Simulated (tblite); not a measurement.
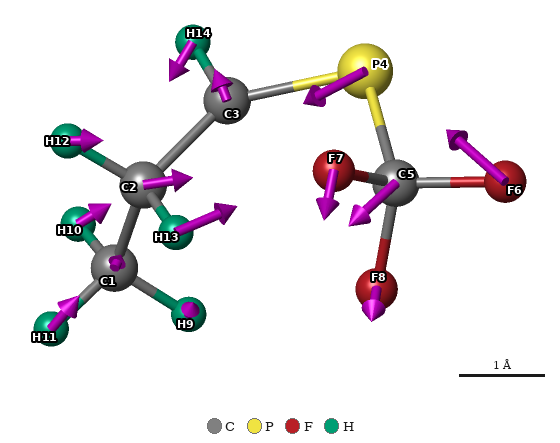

This is a relaxation of C$_{4}$H$_{6}$F$_{3}$P. The starting structure is drawn; purple arrows show the displacements, magnified 20 times. The two geometries are superimposed by the best rigid fit.

Style: ball-and-stick. Shown at a tilt.

The calculation used GFN2-xTB geometry optimisation, gas phase (tblite 0.8.0). 

### What happened in the run?

The largest move after the best rigid fit is that of F6, 0.057 Å. Largest moves by element: F 0.057 Å, P 0.050 Å, C 0.042 Å, H 0.042 Å. Near-neighbour distances that change, for instance: C3–P4 1.712 → 1.671 Å, P4–C5 1.875 → 1.912 Å, C3–H14 1.112 → 1.086 Å, C5–F6 1.360 → 1.341 Å. Among the angles between lasting bonds that change: P4–C5–F6 112.3° → 109.4°. After 21 geometry steps the energy has fallen by 9.00 kJ/mol. Cost: 0.13 s on 1 thread of Arm Neoverse V1 (shared host).
